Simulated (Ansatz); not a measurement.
Input

```
crystal:
  periodic: [false, false, false]
  atoms:
    - { symbol: Al, position_ang: [-0.03758, -0.238062, 0.062262] }
    - { symbol: O, position_ang: [0.02481, -0.364452, 1.810013] }
    - { symbol: H, position_ang: [-0.832298, -0.369563, 2.282018] }
    - { symbol: Cl, position_ang: [1.777004, -0.360627, -0.987285] }
    - { symbol: Cl, position_ang: [-1.85231, -0.034094, -0.997765] }
    - { symbol: H, position_ang: [0.40188, 2.344683, 0.937952] }
    - { symbol: H, position_ang: [0.312894, 1.792816, 1.378705] }
basis:
  gaussian: { orbitals: "6-31G*" }
hamiltonian:
  xc: blyp
  dispersion: d4
relax:
  f_tol: 0.03
  max_steps: 50
output:
  orbitals: {}
```

Launched as:

```sh
ansatz run input.yaml --threads 1 --pin off --max-ram 2048MiB --backend cpu --events-out ev --progress --plain --runs-dir out
```

The fields are those of the relaxed geometry.

The calculation used Ansatz, RKS BLYP-D4/6-31G*.

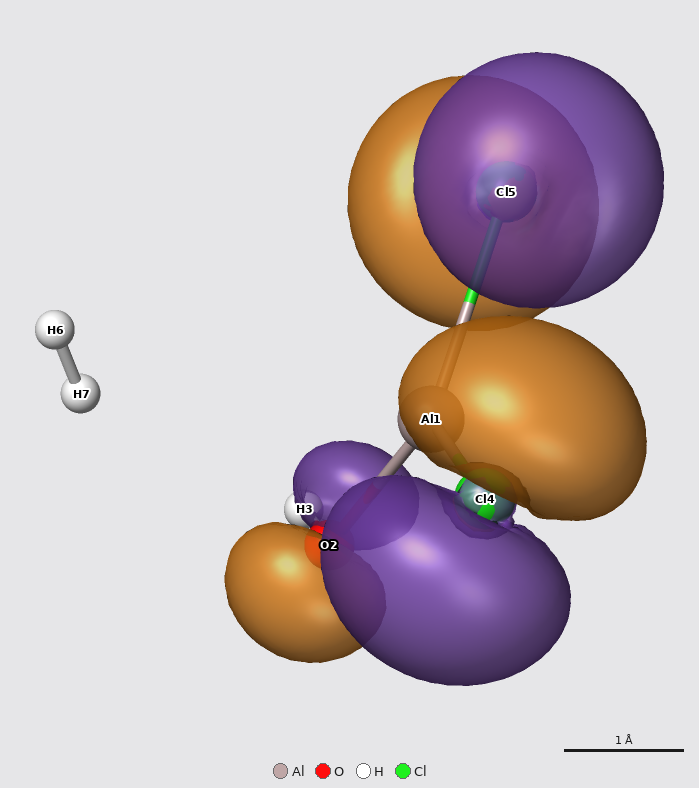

AlCl₂HO···H₂. One frontier orbital at ±0.1 Å⁻³ᐟ² (orange and purple are the two phases), seen from one side.

### Which orbital is it: HOMO or LUMO?

The HOMO, at −7.58 eV. Its weight (Hirshfeld) is mainly on Cl4 (about 45 %), Cl5 (about 45 %) and O2 (about 10 %); largely a combination of lone pairs on Cl4, Cl5 and O2.
